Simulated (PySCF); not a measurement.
Bi(H)(Me)2, SMILES [CH3][BiH][CH3], singlet, CAM-B3LYP/def2-SVP optimised geometry. Atoms within 1.6 Å of the plane z = 0.8 Å (x, y, z in Å): Bi1 (-0.74, -0.85, 0.00), H2 (-0.83, -0.94, 1.79), C3 (-0.89, 1.42, 0.00), H4 (-1.91, 1.73, 0.27), H6 (-0.18, 1.85, 0.72), C7 (1.53, -0.85, 0.00), H8 (1.90, -1.85, 0.27), H9 (1.91, -0.11, 0.72).

Method: CAM-B3LYP/def2-TZVP, def2 effective core potentials past Kr (PySCF). The core electrons that the potentials of Bi replace are not part of the density.

Map of the Laplacian of the electron density (e/bohr⁵), clipped to [-1.50, 1.50] on the plane z = 0.8 Å:

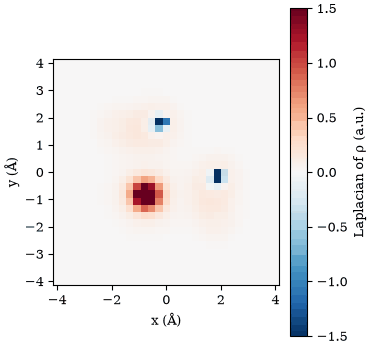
Figure: Laplacian of the electron density (e/bohr⁵), clipped to [-1.50, 1.50] on the plane z = 0.8 Å.
